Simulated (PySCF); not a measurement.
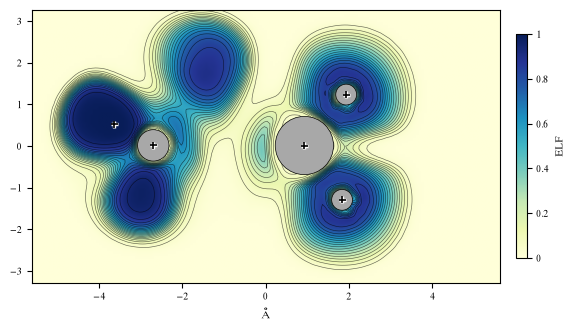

The electron localisation function on a plane through atoms (crosses mark nuclei in the plane; grey discs cover the cores).

Computed with B3LYP/def2-SVPD, SCF density, gas phase (PySCF 2.14.0).

Candidates:
A. C2H5F3SSi (SMILES CSC[Si](F)(F)F)
B. C3H4O2SSi (SMILES O=CC(=C=S)O[SiH3])

Q: Which system is this?

A: Candidate A: C2H5F3SSi on the plane of atoms F5, Si4 and F6, which holds C, Si, F and H. Si–F (1.58 Å): the ELF peaks at about 0.85 in the valence shell of F, 0.6 Å from its nucleus, and is about 0.50 at the midpoint. C–H (1.09 Å): the ELF climbs to about 1 towards the hydrogen, as it does in any bond to H: an ordinary covalent bond to hydrogen.
